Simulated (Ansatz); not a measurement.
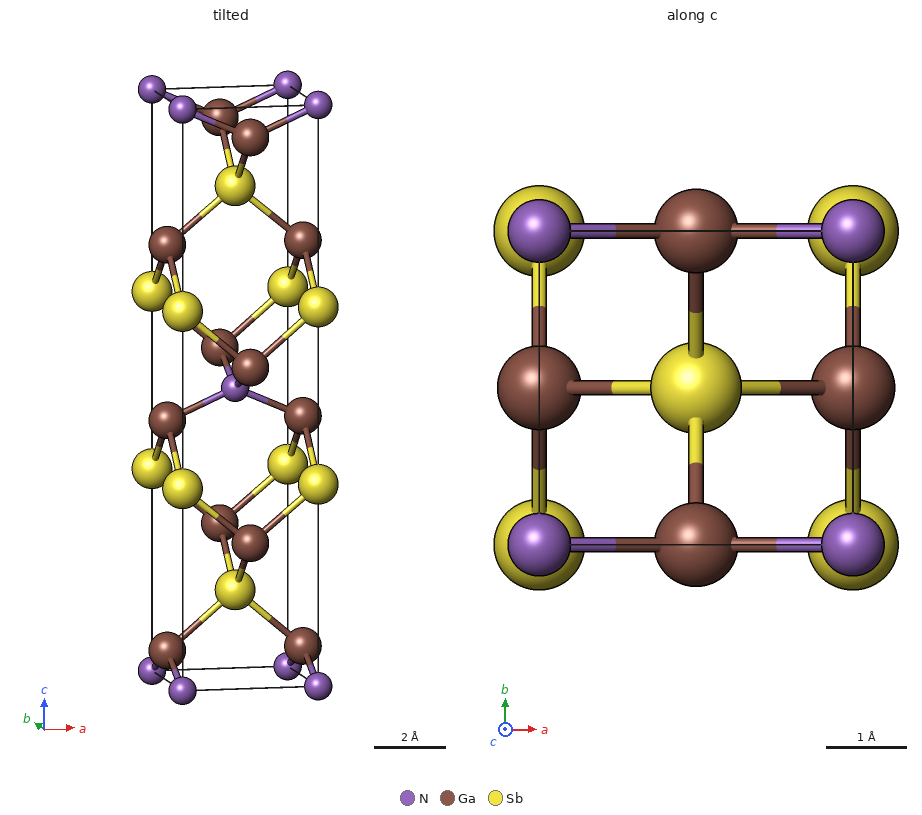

This ball-and-stick model is shown slightly off an axis and along the c axis. The wireframe shows the conventional unit cell.

Ga$_{3}$Sb$_{2}$N, space group I-4m2 (No. 119), a = 3.965 Å, b = 3.965 Å, c = 16.759 Å, α = 90.00°, β = 90.00°, γ = 90.00°. The initial geometry was a structure type filled with these elements by a generator (whether the compound takes this form wasn't checked). Earlier steps of the study, as a rule a relaxation of our own, may have changed the cell and positions, so they can lie some per cent off the listed ones. A calculation with Ansatz used it as input.

This one geometry was computed with Ansatz (DFT, plane waves, PAW) at three levels of theory: PBE, r2SCAN and PBE with spin-orbit coupling. It was relaxed beforehand with r2SCAN.

Q: Which level gives the highest pressure at this volume, and what does that say about its equilibrium volume?

A: Highest: PBE (2.6 GPa) and PBE with spin-orbit coupling (2.6 GPa), which points to the largest equilibrium volume. Lowest, with the smallest volume: r2SCAN (0.0 GPa). Levels within 0.5 GPa of each other can't be told apart.

Q: How does the band gap change with the level of theory?

A: All levels give a metal, though semilocal functionals underestimate gaps and can close a small one.

Q: Collect the results in a table.

A:
| level | cutoff (eV) | k-mesh of the run's cell | gap (eV) | pressure (GPa) |
| --- | --- | --- | --- | --- |
| PBE | 420 | 10×10×10 | metal | 2.6 |
| r2SCAN | 500 | 10×10×10 | metal | 0.0 |
| PBE with spin-orbit coupling | 420 | 10×10×10 | metal | 2.6 |

Gaps are taken on the k-mesh or band path of each run.
